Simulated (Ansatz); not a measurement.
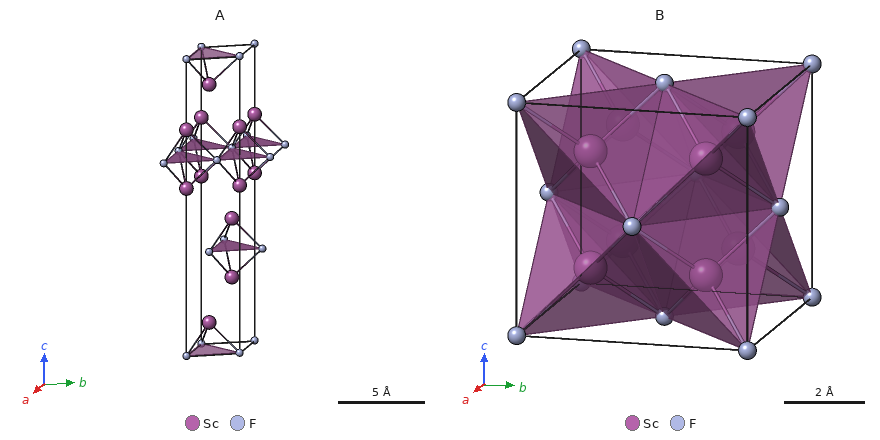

Two structures of Sc2F, each relaxed to rest (conventional cells in solid outline, small ones repeated, not to one scale). Method: Ansatz 0.2.0, DFT PBE, scalar-relativistic, plane waves, PAW, without spin polarisation.

Identify the two structures.

A: 9 atoms a cell on a rhombohedral (trigonal R) lattice, R3m. B: antifluorite, Fm-3m.

A or B: which is lower in energy?

A is lower, by 752 meV/atom at this level of theory (energies at zero smearing). Volumes: A 17.7, B 18.2 Å³/atom.

One or both may be structure types tried for this composition rather than known phases.
